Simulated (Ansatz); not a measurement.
## C2H10N2Si2: nudged elastic band (part 1 of 2)

The run: nudged elastic band of C2H10N2Si2. Method and program: RKS LDA/6-31G (Ansatz 0.2.0).

It belongs to a series of runs on one base structure; here: band between the two ends. Figures and captions count atoms from 1; the log counts them from 0 in places.

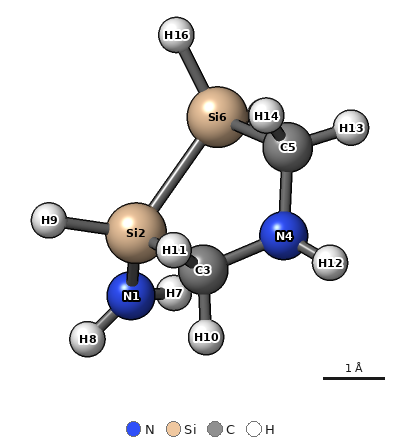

**Figure 1.** The input geometry (ball-and-stick view, seen at a tilt; atoms are numbered from 1 in the order of the input). Bond lengths as drawn: C–H 1.11 to 1.12 Å, C–N 1.45 Å, C–Si 1.93 to 1.94 Å, H–N 1.02 Å, H–Si 1.52 Å, N–Si 1.76 Å and Si–Si 2.34 Å.

The input
```yaml
crystal:
  periodic: [false, false, false]
  atoms:
    - { symbol: "N", position_ang: [-0.933838, -2.24742, 0.916969] }
    - { symbol: Si, position_ang: [-0.183065, -0.668127, 1.098217] }
    - { symbol: C, position_ang: [1.411909, -0.310722, 0.063812] }
    - { symbol: "N", position_ang: [0.967696, 0.277751, -1.185897] }
    - { symbol: C, position_ang: [0.207936, 1.507917, -1.065981] }
    - { symbol: Si, position_ang: [-1.341119, 1.050863, 0.004677] }
    - { symbol: H, position_ang: [-1.588579, -2.447577, 0.164448] }
    - { symbol: H, position_ang: [-0.705946, -3.035906, 1.518438] }
    - { symbol: H, position_ang: [0.117851, -0.481866, 2.579853] }
    - { symbol: H, position_ang: [1.948785, -1.258512, -0.128241] }
    - { symbol: H, position_ang: [2.089023, 0.349999, 0.670436] }
    - { symbol: H, position_ang: [1.653227, 0.264823, -1.947177] }
    - { symbol: H, position_ang: [-0.105604, 1.860103, -2.065519] }
    - { symbol: H, position_ang: [0.759979, 2.346731, -0.566728] }
    - { symbol: H, position_ang: [-2.479854, 0.570961, -0.878508] }
    - { symbol: H, position_ang: [-1.841302, 2.198282, 0.8654] }
basis:
  gaussian: { orbitals: "6-31G" }
hamiltonian:
  xc: lda
neb:
  order_check: false
  images: 5
  f_tol: 0.05
  max_iterations: 60
  final_atoms:
    - { symbol: "N", position_ang: [-0.58041596, -1.7316244, 0.64495408] }
    - { symbol: Si, position_ang: [0.0538265, -0.28747553, 1.92383704] }
    - { symbol: C, position_ang: [1.47546277, -0.00421848, 0.51359369] }
    - { symbol: "N", position_ang: [0.82696533, -0.14876487, -0.80228196] }
    - { symbol: C, position_ang: [-0.08694352, 0.96507297, -1.1136252] }
    - { symbol: Si, position_ang: [-1.24045538, 1.16314583, 0.45053153] }
    - { symbol: H, position_ang: [-0.06861759, -1.3056413, -0.27425037] }
    - { symbol: H, position_ang: [-1.60601873, -1.75853684, 0.56305821] }
    - { symbol: H, position_ang: [-0.22239616, -2.65475294, 0.92593744] }
    - { symbol: H, position_ang: [2.25674607, -0.78242389, 0.61733435] }
    - { symbol: H, position_ang: [1.9557734, 0.98864722, 0.65252608] }
    - { symbol: H, position_ang: [1.47942142, -0.35868924, -1.57270178] }
    - { symbol: H, position_ang: [-0.66016001, 0.74295383, -2.0310943] }
    - { symbol: H, position_ang: [0.4678048, 1.91786119, -1.2638665] }
    - { symbol: H, position_ang: [-2.61566331, 0.58936935, 0.08615518] }
    - { symbol: H, position_ang: [-1.45823063, 2.64237711, 0.72409151] }
  initial_path:
    images:
      - { positions_ang: [[-0.933838, -2.24742, 0.916969], [-0.183065, -0.668127, 1.098217], [1.411909, -0.310722, 0.063812], [0.967696, 0.277751, -1.185897], [0.207936, 1.507917, -1.065981], [-1.341119, 1.050863, 0.004677], [-1.588579, -2.447577, 0.164448], [-0.705946, -3.035906, 1.518438], [0.117851, -0.481866, 2.579853], [1.948785, -1.258512, -0.128241], [2.089023, 0.349999, 0.670436], [1.653227, 0.264823, -1.947177], [-0.105604, 1.860103, -2.065519], [0.759979, 2.346731, -0.566728], [-2.479854, 0.570961, -0.878508], [-1.841302, 2.198282, 0.8654]] }
      - { positions_ang: [[-0.84332122, -2.2232261, 0.97425806], [-0.15250873, -0.6293828, 1.14296724], [1.40349246, -0.2894412, 0.07930271], [0.98284255, 0.24692639, -1.19491437], [0.17155207, 1.46387943, -1.09104317], [-1.33445248, 1.06244128, 0.02936944], [-1.31105161, -2.41826136, 0.13876453], [-1.01054398, -2.74453788, 1.49069029], [0.06029009, -0.84074069, 2.41509796], [1.96824493, -1.22713863, -0.06815902], [2.07877882, 0.40822557, 0.63930672], [1.68922521, 0.29980213, -1.89674446], [-0.18733512, 1.7889234, -2.08789491], [0.73100195, 2.31439495, -0.63597385], [-2.4940298, 0.53124461, -0.77346204], [-1.77508614, 2.23419088, 0.88263386]] }
      - { positions_ang: [[-0.75280444, -2.1990322, 1.03154711], [-0.12195246, -0.59063859, 1.18771747], [1.39507591, -0.26816039, 0.09479342], [0.99798911, 0.21610179, -1.20393174], [0.13516813, 1.41984186, -1.11610535], [-1.32778596, 1.07401957, 0.05406188], [-1.03352423, -2.38894572, 0.11308107], [-1.31514196, -2.45316975, 1.46294259], [0.00272918, -1.19961538, 2.25034292], [1.98770486, -1.19576527, -0.00807703], [2.06853464, 0.46645214, 0.60817745], [1.72522341, 0.33478127, -1.84631192], [-0.26906623, 1.7177438, -2.11027081], [0.7020249, 2.28205891, -0.70521971], [-2.5082056, 0.49152822, -0.66841607], [-1.70887027, 2.27009976, 0.89986773]] }
      - { positions_ang: [[-0.66228766, -2.1748383, 1.08883617], [-0.09139619, -0.55189439, 1.23246771], [1.38665937, -0.24687959, 0.11028413], [1.01313566, 0.18527718, -1.21294911], [0.0987842, 1.37580429, -1.14116752], [-1.32111944, 1.08559785, 0.07875432], [-0.75599684, -2.35963008, 0.0873976], [-1.61973993, -2.16180163, 1.43519488], [-0.05483174, -1.55849007, 2.08558788], [2.00716479, -1.1643919, 0.05200495], [2.05829045, 0.52467872, 0.57704817], [1.76122162, 0.3697604, -1.79587938], [-0.35079735, 1.6465642, -2.13264672], [0.67304785, 2.24972286, -0.77446556], [-2.5223814, 0.45181183, -0.56337011], [-1.64265441, 2.30600864, 0.91710159]] }
      - { positions_ang: [[-0.63499709, -2.02710034, 0.94087547], [-0.04298863, -0.46375477, 1.46292415], [1.4162605, -0.16599256, 0.24472065], [0.95107889, 0.07392983, -1.07606006], [0.03687496, 1.23889385, -1.13198675], [-1.29423142, 1.11144718, 0.20268005], [-0.52687042, -2.00830048, -0.03315172], [-1.6151662, -2.02738004, 1.14448266], [-0.11068655, -1.92391103, 1.69903773], [2.09035855, -1.03706923, 0.24044808], [2.0241181, 0.67933488, 0.60220748], [1.66728822, 0.12694385, -1.72148684], [-0.45391824, 1.34536074, -2.09879591], [0.6046335, 2.1391023, -0.93759921], [-2.55347537, 0.49766434, -0.34686168], [-1.58117981, 2.41813146, 0.8527649]] }
      - { positions_ang: [[-0.60770653, -1.87936237, 0.79291477], [0.00541893, -0.37561515, 1.6933806], [1.44586164, -0.08510552, 0.37915717], [0.88902211, -0.03741752, -0.93917101], [-0.02503428, 1.10198341, -1.12280598], [-1.2673434, 1.1372965, 0.32660579], [-0.29774401, -1.65697089, -0.15370105], [-1.61059247, -1.89295844, 0.85377043], [-0.16654135, -2.28933198, 1.31248759], [2.17355231, -0.90974656, 0.42889122], [1.98994575, 0.83399105, 0.62736678], [1.57335482, -0.11587269, -1.64709431], [-0.55703912, 1.04415729, -2.0649451], [0.53621915, 2.02848174, -1.10073286], [-2.58456934, 0.54351684, -0.13035325], [-1.51970522, 2.53025428, 0.78842821]] }
      - { positions_ang: [[-0.58041596, -1.7316244, 0.64495408], [0.0538265, -0.28747553, 1.92383704], [1.47546277, -0.00421848, 0.51359369], [0.82696533, -0.14876487, -0.80228196], [-0.08694352, 0.96507297, -1.1136252], [-1.24045538, 1.16314583, 0.45053153], [-0.06861759, -1.3056413, -0.27425037], [-1.60601873, -1.75853684, 0.56305821], [-0.22239616, -2.65475294, 0.92593744], [2.25674607, -0.78242389, 0.61733435], [1.9557734, 0.98864722, 0.65252608], [1.47942142, -0.35868924, -1.57270178], [-0.66016001, 0.74295383, -2.0310943], [0.4678048, 1.91786119, -1.2638665], [-2.61566331, 0.58936935, 0.08615518], [-1.45823063, 2.64237711, 0.72409151]] }
```

Machine: 2 threads of Intel Xeon (Sapphire Rapids), 16 GiB of memory available, shared host.

Command:
```bash
ansatz run input.yaml --threads 2 --pin off --max-ram 3072MiB --backend cpu --events-out ev --progress --plain --runs-dir out
```

Log
```
Engine: ansatz 0.2.0, x86_64-unknown-linux-gnu
Functional definition: SPW92
  exchange = slater_x
  correlation = pw_c
1195 factors; integrals over basis functions are off by at most 1.6e-4 eV
mean field evaluation 1: about -20842.9507 eV, gradient 8.7e1 eV
mean field evaluation 2: about -20754.1327 eV, gradient 1.8e2 eV
mean field evaluation 4: about -20859.2916 eV, gradient 1.5e1 eV
mean field evaluation 8: about -20859.7913 eV, gradient 1.2e-1 eV
mean field evaluation 16: about -20859.7737 eV, gradient 1.0e-4 eV
mean field -20859.77372665 eV, -766.5825451921 hartree, gradient 1.8e-5 eV, S^2 0.000000; 0 other end points of the search recorded, 0 dependent functions left out
the calculation of the forces begins
reference -20859.77376301 eV, -766.5825465283 hartree; 32, 32 occupied and 50, 50 virtual orbitals, 1195 factors
1195 factors; integrals over basis functions are off by at most 1.6e-4 eV
mean field evaluation 32: about -20859.7721 eV, gradient 3.4e-4 eV
mean field -20859.77212117 eV, -766.5824861916 hartree, gradient 4.8e-5 eV, S^2 0.000000; 0 other end points of the search recorded, 0 dependent functions left out
[... from here on the field's lines of each further geometry are left out, up to the last ...]
NEB iter   1: max|band force component| = 2.104e1 eV/Å  barrier→ = 5.8781 eV  barrier← = 5.8765 eV  Δτ_max = 0.2000 Å  (187 SCF iters)
NEB iter   2: max|band force component| = 5.168e0 eV/Å  barrier→ = 2.7296 eV  barrier← = 2.7280 eV  Δτ_max = 0.1999 Å  (138 SCF iters)
NEB iter   3: max|band force component| = 2.278e0 eV/Å  barrier→ = 2.1916 eV  barrier← = 2.1900 eV  Δτ_max = 0.2000 Å  (136 SCF iters)
NEB iter   4: max|band force component| = 1.068e0 eV/Å  barrier→ = 1.8917 eV  barrier← = 1.8901 eV  Δτ_max = 0.1996 Å  (136 SCF iters)
NEB iter   5: max|band force component| = 1.896e0 eV/Å  barrier→ = 1.3925 eV  barrier← = 1.3909 eV  Δτ_max = 0.0931 Å  (127 SCF iters)
NEB iter   6: max|band force component| = 1.022e0 eV/Å  barrier→ = 1.2293 eV  barrier← = 1.2277 eV  Δτ_max = 0.0778 Å  (125 SCF iters)
NEB iter   7: max|band force component| = 1.494e0 eV/Å  barrier→ = 1.2072 eV  barrier← = 1.2056 eV  CI = image 4  Δτ_max = 0.0994 Å  (123 SCF iters)
NEB iter   8: max|band force component| = 1.668e0 eV/Å  barrier→ = 1.3362 eV  barrier← = 1.3346 eV  CI = image 4  Δτ_max = 0.1983 Å  (119 SCF iters)
NEB iter   9: max|band force component| = 2.398e0 eV/Å  barrier→ = 1.6975 eV  barrier← = 1.6959 eV  CI = image 4  Δτ_max = 0.1990 Å  (127 SCF iters)
NEB iter  10: max|band force component| = 1.576e0 eV/Å  barrier→ = 2.1050 eV  barrier← = 2.1034 eV  CI = image 4  Δτ_max = 0.1964 Å  (120 SCF iters)
NEB iter  11: max|band force component| = 1.029e0 eV/Å  barrier→ = 2.2346 eV  barrier← = 2.2330 eV  CI = image 4  Δτ_max = 0.1717 Å  (128 SCF iters)
NEB iter  12: max|band force component| = 6.126e-1 eV/Å  barrier→ = 2.1771 eV  barrier← = 2.1755 eV  CI = image 4  Δτ_max = 0.0972 Å  (124 SCF iters)
NEB iter  13: max|band force component| = 2.009e-1 eV/Å  barrier→ = 2.1365 eV  barrier← = 2.1349 eV  CI = image 4  Δτ_max = 0.0790 Å  (119 SCF iters)
NEB iter  14: max|band force component| = 1.002e-1 eV/Å  barrier→ = 2.1317 eV  barrier← = 2.1301 eV  CI = image 4  Δτ_max = 0.0605 Å  (119 SCF iters)
NEB iter  15: max|band force component| = 6.927e-2 eV/Å  barrier→ = 2.1297 eV  barrier← = 2.1281 eV  CI = image 4  Δτ_max = 0.0184 Å  (118 SCF iters)
the calculation of the forces begins
reference -20859.50582454 eV, -766.5726999709 hartree; 32, 32 occupied and 50, 50 virtual orbitals, 1195 factors
1195 factors; integrals over basis functions are off by at most 1.8e-4 eV
mean field evaluation 640: about -20857.6447 eV, gradient 4.3e-4 eV
mean field -20857.64468048 eV, -766.5043041884 hartree, gradient 5.7e-5 eV, S^2 0.000000; 1 other end points of the search recorded, 0 dependent functions left out
the calculation of the forces begins
reference -20857.64471450 eV, -766.5043054386 hartree; 32, 32 occupied and 50, 50 virtual orbitals, 1195 factors
NEB iter  16: max|band force component| = 4.683e-2 eV/Å  barrier→ = 2.1290 eV  barrier← = 2.1274 eV  CI = image 4  Δτ_max = 0.0000 Å  (250 SCF iters)
```

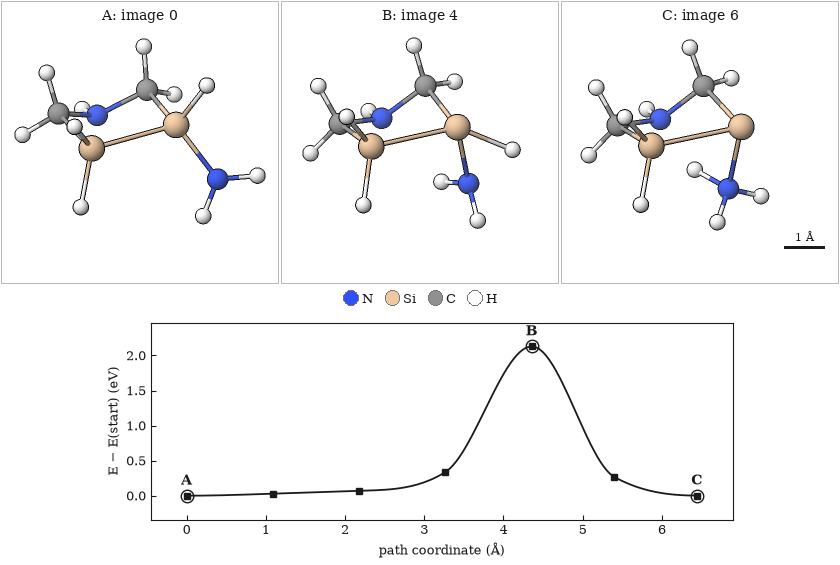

**Figure 2.** Images of the last band (counted from 0; ball-and-stick, seen at a tilt) above the energy along the path; the line is a cubic interpolation that uses the forces. The highest image is number 4, 2.129 eV above the start and 2.127 eV above the end (the climbing image); the end lies 0.002 eV above the start. The path is 6.44 Å long. The band converged in 16 iterations.
